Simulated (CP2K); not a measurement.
Consider 2-mercaptooxazole at its PBE geometry (Å).

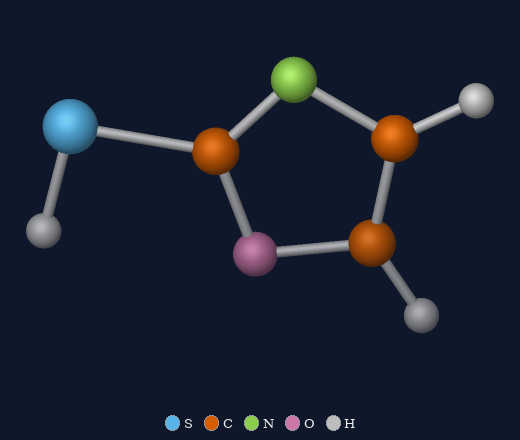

The molecule (sulfur blue, carbon orange, nitrogen green, oxygen pink, hydrogen light grey).

```xyz
9

S     2.5591    0.4619   -0.0279
C     0.8263    0.2869    0.0850
N     0.0217    1.0710    0.7484
C    -1.2419    0.5133    0.5354
C    -1.1333   -0.5896   -0.2497
O     0.2099   -0.7635   -0.5625
H     2.7102   -0.6109   -0.8354
H    -2.1352    0.9536    0.9649
H    -1.8168   -1.3227   -0.6581
```

Method: CP2K XAS_TDP, all-electron GAPW, PBEh(45%), aug-cc-pVDZ, TDA, GW2X-corrected core level, ZORA, spin–orbit coupling.

Q: Predict the bright core excitations at the S L₂,₃ edge.

Leading lines: S1 168.71 eV. The leading line of an atom is its first one with 35 % of the strongest within 2.5 eV of its lowest line over the strength cut. Core ionisation energies at this level: S1 171.99/172.11/173.17 eV; the 2p½ level lies 1.12 eV above the 2p3/2 pair.

The first six lines of each atom with a strength over 0.0003:

```csv
atom,energy (eV),states,"strength, one atom",above the computed threshold
S1 (bonded to C and H),167.38,1,0.0016,
,167.65,1,0.0015,
,168.46,1,0.0014,
,168.71,1,0.0031,
,168.81,2,0.0014,
,168.95,1,0.0059,
```

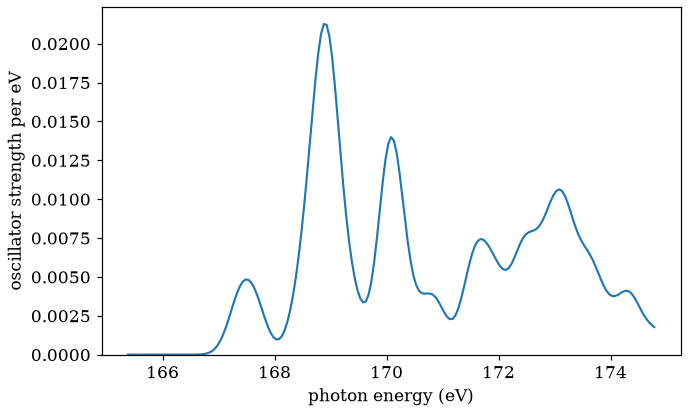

All atoms added, broadened by 0.5 eV.

Lines are vertical, at one geometry, with no vibrational structure. GW2X ionisation energies and lines can be off by 1 to 2 eV either way, and a good line position may hide errors that cancel. Rydberg lines, and the discretised continuum above threshold, depend on the basis and the box.

[Banner, clock and machine lines of the logs are left out without a mark of their own.]

[Logs are printed without paths, hosts, clocks, repeated set-up lines and the standing remarks that a program may print on its own settings, such as how far it seeks lower states.]

[Hosts, paths, dates, database ids (printed as entryN), source tags and the programs' standing remarks are cut or masked in the printed files.]
